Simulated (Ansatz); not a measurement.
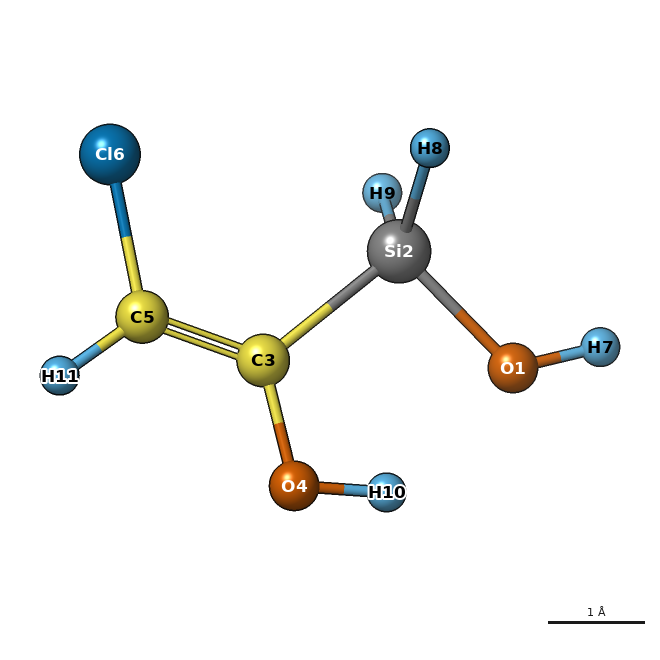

The computed structure is the end point of a PBE-D4/def2-SVP optimisation. No frequency run is at hand to confirm it as a minimum.

Find the hydrogen bonds (donors O, N, F, S or Cl) and give their geometry.

```tsv
D–H···A	D–H (Å)	H···A (Å)	angle (°)	kind
O4–H10···O1	0.99	1.92	133	intramolecular
```
